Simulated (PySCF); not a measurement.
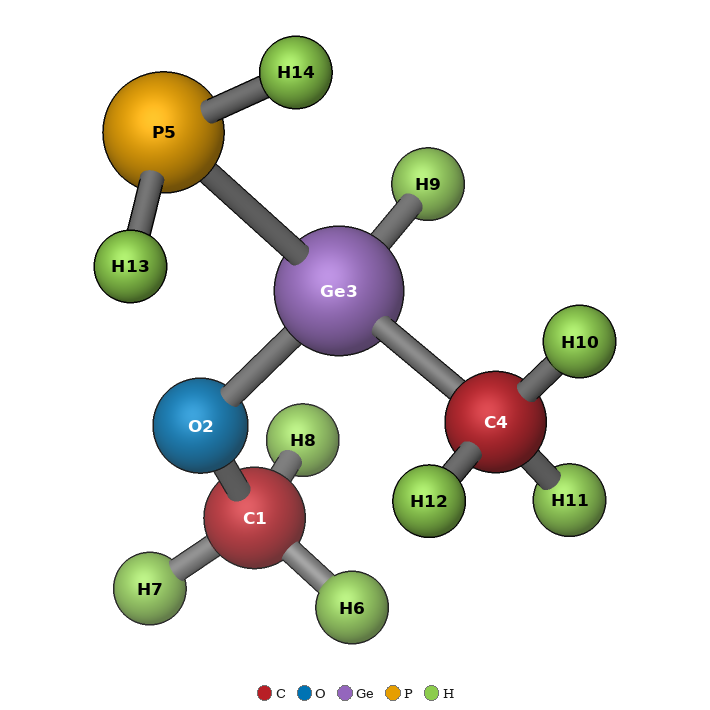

Computed geometry: PBE0-D3(BJ)/def2-SVP optimisation. No frequency run is at hand to confirm it as a minimum. Properties computed with delta-SCF UKS SCAN, pcX-1 on the ionised atom, pcseg-1 elsewhere, spin-free X2C (PySCF 2.14.0).

Give the core-electron binding energies (to vacuum; p and d levels without spin–orbit splitting) of C1 1s, O2 1s, C4 1s, P5 1s, P5 2p.

```csv
atom,level,binding energy (eV)
C1,1s,292.0
O2,1s,537.3
C4,1s,290.3
P5,1s,2149.8
P5,2p,136.7
```
